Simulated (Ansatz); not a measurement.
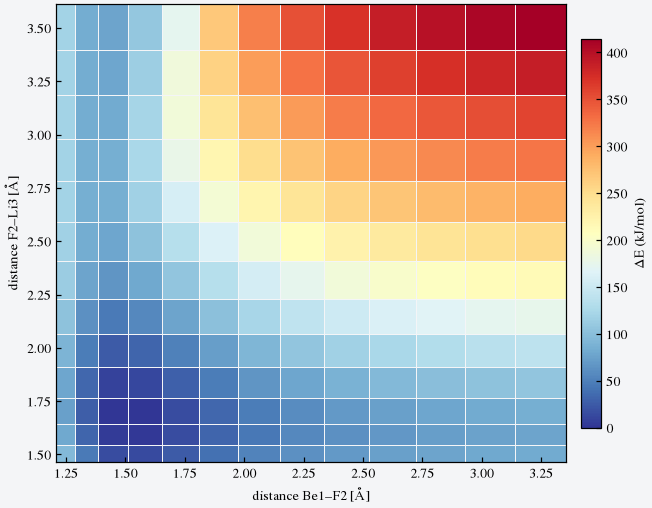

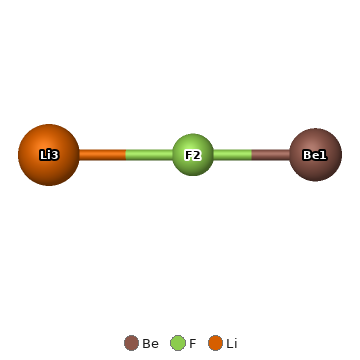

Energy landscape of the system Be + FLi. Coordinates scanned: (1) distance Be1–F2; (2) distance F2–Li3. Nothing is relaxed (the angle Be1–F2–Li3 is fixed at 180 degrees). Grid: 13 × 13 points. Points are written as (first, second). Energies: kJ/mol, counted from the lowest grid point. Energies and slopes of some neighbouring points disagree (a jump in structure or state, or too coarse a mesh). The restricted reference is unstable at some or all points, so the energies there are unreliable. Method: RHF-CCSD(T), frozen core/def2-TZVPD (Ansatz 0.2.0).

The picture shows one coloured cell a grid point. The second picture is the structure at the lowest point.

> Describe this landscape.

The lowest grid point is at (1.443 Å, 1.699 Å). The energy also falls towards the edge at (1.443 Å, 3.504 Å) (77 kJ/mol above the lowest), where a further well may lie outside the range. The highest grid point, (3.248 Å, 3.504 Å), lies 415 kJ/mol above the lowest.

The input of one point:

```yaml
crystal:
  periodic: [false, false, false]
  atoms:
    - { symbol: Be, position_ang: [-1.443, 0.0, 0.0] }
    - { symbol: F, position_ang: [0.0, 0.0, 0.0] }
    - { symbol: Li, position_ang: [1.699, 0.0, 0.0] }
basis:
  gaussian: { orbitals: def2-TZVPD }
hamiltonian:
  xc: hf
output:
  forces: true
correlation:
  method: ccsd_t
```

Time for the 169 points that were run: 28 min on 1 thread of Arm Neoverse V2, with other jobs on the host.
